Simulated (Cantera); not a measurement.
Feed: 1 mol Ti, 37 mol H2, a varied amount of O2, at 1748 K and 13.3 mbar.

These are equilibrium values from Cantera (NASA tables, ideal gas, pure condensed phases), not measurements of a reactor. Candidate condensed phases: H2O, Ti, TiO, TiO2, Ti2O3, Ti3O5, Ti4O7; 12 gas species. Mutual solubility and eutectic melting of coexisting phases are not modelled. TiO: taken at fixed stoichiometry. Condensed phases not in the tables: N, O or C dissolved in the metal. Equilibrium is a limit: real reactors are often held back by kinetics, nucleation or transport.

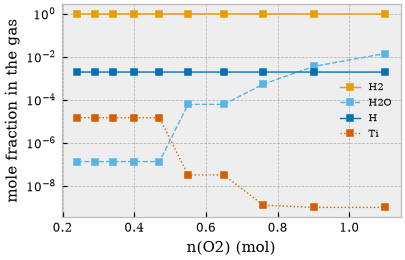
Fig. 1. Equilibrium gas composition (values under 1e-9 drawn at 1e-9)

From 0.24 mol O2 to 0.47 mol O2 the condensed part is Ti(β) + TiO(s). From 0.55 mol O2 to 0.65 mol O2 the condensed part is TiO(s) + Ti2O3(s). At 0.76 mol O2 the condensed part is Ti2O3(s). From 0.9 mol O2 to 1.1 mol O2 the condensed part is Ti3O5(s). The main Ti-bearing gas is Ti at 0.24 mol O2 and TiO2 at 1.1 mol O2.
